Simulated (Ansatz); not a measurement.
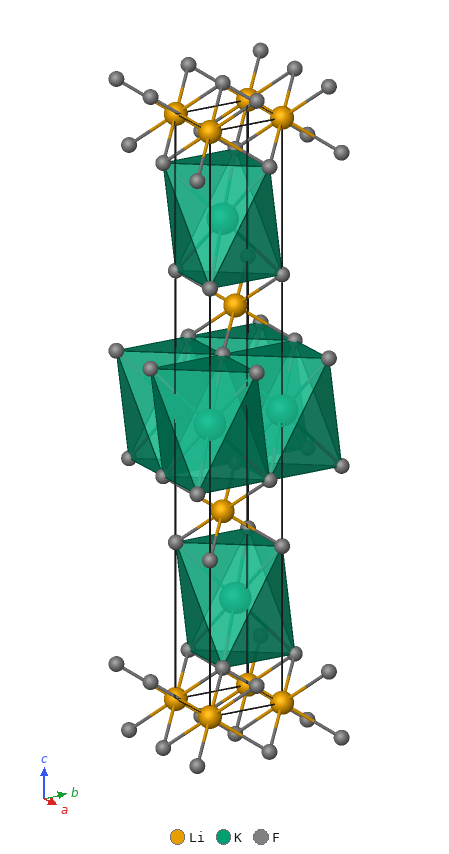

Figure: polyhedral view slightly off an axis. The edges of the conventional unit cell are marked. A few atoms beyond the faces are included.

KLiF2, α-NaFeO₂ type, space group R-3m (No. 166), a = 3.245 Å, b = 3.245 Å, c = 17.770 Å, α = 90.00°, β = 90.00°, γ = 120.00°. Starting structure: a structure type filled with these elements by a generator (whether the compound takes this form wasn't checked). The cell was then strained or its atoms displaced on purpose. It was run through Ansatz as a DFT input.

This one geometry was computed with Ansatz (DFT, plane waves, PAW) at three levels of theory: PBE, HSE06 and r2SCAN. It was relaxed with r2SCAN and then strained.

Which level gives the highest pressure at this volume, and what does that say about its equilibrium volume?

Answer. Highest: PBE (0.2 GPa), which points to the largest equilibrium volume. Lowest, with the smallest volume: r2SCAN (-2.4 GPa). Levels within 0.5 GPa of each other can't be told apart.

How does the band gap change with the level of theory?

Answer. PBE: a gap of 6.45 eV, direct; r2SCAN: a gap of 7.20 eV, direct; HSE06: a gap of 8.50 eV, direct.

Collect the results in a table.

Answer.
| level | cutoff (eV) | k-mesh of the run's cell | gap (eV) | pressure (GPa) |
| --- | --- | --- | --- | --- |
| PBE | 420 | 10×10×10 | 6.45 | 0.2 |
| HSE06 | 420 | 6×6×6 | 8.50 | -1.3 |
| r2SCAN | 500 | 10×10×10 | 7.20 | -2.4 |

Gaps are taken on the k-mesh or band path of each run.
